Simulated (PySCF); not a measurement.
# InNH2F2 (SMILES [NH2][In]([F])[F]): levels of theory compared

We compute a comparison of 3 runs (HF/STO-3G, PBE0/def2-SVP, r2SCAN/def2-SVP) of InNH2F2. 

The results are computed with PySCF 2.14.0.

**1. The system as given**

InNH2F2: 6 atoms, total charge 0, spin state singlet. As SMILES, `[NH2][In]([F])[F]`. The shape is that of a PBE0-D4/def2-TZVP optimisation.

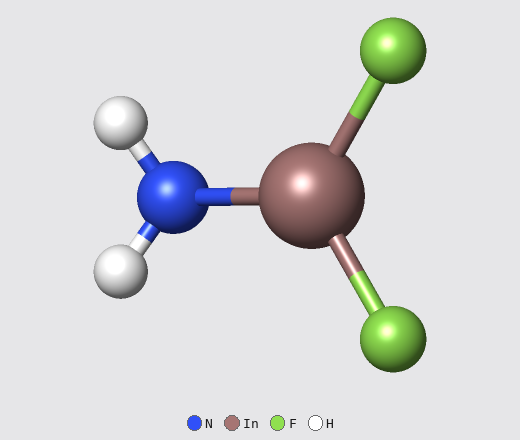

Viewed from a chosen angle; nitrogen blue, indium brown, fluorine green, hydrogen white.

**2. Energy and gradient at HF/STO-3G (run 1)**

The input, run.py:

```python
# [NH2][In]([F])[F]
import pyscf.grad
from pyscf import gto

mol = gto.Mole()
mol.atom = '''
N     -0.259900     1.155100    -0.280600
In     0.271400    -0.745700     0.029100
F      1.862900    -1.284900     0.989000
F     -0.617400    -2.265700    -0.773500
H      0.031700     1.791300     0.449400
H     -1.246600     1.285900    -0.459500
'''
mol.charge = 0
mol.verbose = 4
mol.basis = 'sto-3g'
mol.max_memory = 1860
mol.build()

mf = mol.RHF()
mf.conv_tol = 1e-10
mf.kernel()
if not mf.converged:
    mf = mf.newton().run(mf.mo_coeff, mf.mo_occ)

etot = mf.e_tot
print(f'total energy: {etot:.8f} hartree')
grad = mf.Gradients().kernel()
mf.analyze()
```

On the command line:

```bash
$ OMP_NUM_THREADS=1 python run.py
```

Log:

```text
PySCF version 2.14.0

[... 81 lines left out ...]
Two-electron Coulomb Energy =         2869.666635976675934
[... 10 lines left out ...]
MO #8   energy= -25.7388758604992  occ= 2
[... 8 lines left out ...]
MO #17  energy= -15.2242962611217  occ= 2
[... 8 lines left out ...]
MO #26  energy= -0.582600333106234 occ= 2
[... 8 lines left out ...]
MO #35  energy= -0.351358064530539 occ= 2
[... 8 lines left out ...]
MO #44  energy= 0.773729781042113  occ= 0
[... 53 lines left out ...]
Dipole moment(X, Y, Z, Debye): -1.20807,  1.27712,  0.98761
```

It took 8.4 s on 1 thread of Intel Xeon at 2.50GHz (Skylake/Cascade Lake), shared host; peak memory 0.12 GiB.

**3. Energy and forces at PBE0/def2-SVP (core potential) (run 2)**

The input, run.py:

```python
from pyscf import gto, dft

system = gto.Mole()
system.atom = '''
N     -0.259900     1.155100    -0.280600
In     0.271400    -0.745700     0.029100
F      1.862900    -1.284900     0.989000
F     -0.617400    -2.265700    -0.773500
H      0.031700     1.791300     0.449400
H     -1.246600     1.285900    -0.459500
'''
system.ecp = {'In': 'def2-svp'}
system.max_memory = 1860
system.basis = 'def2-svp'
system.verbose = 4
system.build()

mf = dft.RKS(system, xc='pbe0')
mf.conv_tol = 1e-10
mf.grids.level = 5
mf.kernel()
if not mf.converged:
    mf = mf.newton().run(mf.mo_coeff, mf.mo_occ)

e_tot = mf.e_tot
print('Final energy', e_tot)
grad = mf.nuc_grad_method().kernel()
mf.analyze()
```

On the command line:

```bash
$ OMP_NUM_THREADS=1 python run.py
```

Log:

```text
PySCF version 2.14.0

[... 103 lines left out ...]
MO #3   energy= -14.4094401623815  occ= 2
[... 14 lines left out ...]
MO #18  energy= -0.409703350304439 occ= 2
[... 14 lines left out ...]
MO #33  energy= 0.248546161028152  occ= 0
[... 14 lines left out ...]
MO #48  energy= 1.29260577698517   occ= 0
[... 14 lines left out ...]
MO #63  energy= 3.07650932138465   occ= 0
[... 14 lines left out ...]
MO #78  energy= 61.1479422014691   occ= 0
[... 87 lines left out ...]
Dipole moment(X, Y, Z, Debye): -1.80838,  3.39559,  0.65338
```

Run time: 39 s. Hardware: 1 thread of Intel Xeon at 2.50GHz (Skylake/Cascade Lake), shared host; peak memory 0.76 GiB.

**4. Energy and forces at r2SCAN/def2-SVP (core potential) (run 3)**

The input, job.py:

```python
# [NH2][In]([F])[F]
from pyscf import gto, dft

mol = gto.M(
    atom='''
N     -0.491140     2.182823    -0.530257
In     0.512872    -1.409169     0.054991
F      3.520371    -2.428109     1.868939
F     -1.166717    -4.281552    -1.461703
H      0.059904     3.385066     0.849243
H     -2.355733     2.429999    -0.868329
''',
    spin=0,
    ecp={'In': 'def2-svp'},
    basis='def2-svp',
    max_memory=1860,
    verbose=4,
    unit='bohr',
)

mf = dft.RKS(mol, xc='r2scan')
mf.conv_tol = 1e-10
mf.grids.level = 5
mf.kernel()
if not mf.converged:
    mf = mf.newton().run(mf.mo_coeff, mf.mo_occ)

e_final = mf.e_tot
print('E(%s) = %.9f' % ('R2SCAN', e_final))
grad = mf.nuc_grad_method().kernel()
mf.analyze()
```

On the command line:

```bash
$ OMP_NUM_THREADS=1 python job.py
```

Log:

```text
PySCF version 2.14.0

[... 109 lines left out ...]
MO #3   energy= -14.1911619308539  occ= 2
[... 14 lines left out ...]
MO #18  energy= -0.360095966653406 occ= 2
[... 14 lines left out ...]
MO #33  energy= 0.242793049828123  occ= 0
[... 14 lines left out ...]
MO #48  energy= 1.26091154061085   occ= 0
[... 14 lines left out ...]
MO #63  energy= 3.10413659236554   occ= 0
[... 14 lines left out ...]
MO #78  energy= 61.160255193523    occ= 0
[... 87 lines left out ...]
Dipole moment(X, Y, Z, Debye): -1.77330,  3.39929,  0.60200
```

Wall time 59 s (1 thread of Intel Xeon at 2.50GHz (Skylake/Cascade Lake), shared host); peak memory 0.77 GiB.

**5. Overview of the runs**

```
run                             level  core potential  integration grid   energy (Eh)  dipole moment (D)  HOMO energy (eV)  LUMO energy (eV)  wall time
  1                         HF/STO-3G               –                 –  -5933.870108               2.02             -7.81              6.69      8.4 s
  2    PBE0/def2-SVP (core potential)        def2-svp                 5   -445.361992               3.90             -8.15             -2.02       39 s
  3  r2SCAN/def2-SVP (core potential)        def2-svp                 5   -445.573525               3.88             -7.01             -2.69       59 s
```

**6. What came out**

| quantity | value |
| --- | --- |
| run 3: total energy | -445.57352 Eh |
| run 3: dipole moment | 3.88 D |
| run 3: HOMO energy | -7.01 eV |
| run 3: LUMO energy | -2.69 eV |
| run 3: HOMO–LUMO gap | 4.32 eV |
| run 3: largest force on an atom | 0.429 eV/Å |

What this shows: The dipole moment (its size) runs from 2.02 D (HF/STO-3G) to 3.90 D (PBE0/def2-SVP). The two ends differ in method and basis and core potential. The HOMO–LUMO gap runs from 4.32 eV (r2SCAN/def2-SVP) to 14.50 eV (HF/STO-3G). Totals of different functionals can't be ranked against each other. Some runs of one species differ in core potentials or relativity; totals across that change don't compare. In run 1 the basis is minimal, so the values are rough. In run 1 relativity is left out where basis or elements ask for it. All runs together took 1.8 min, the longest 59 s.
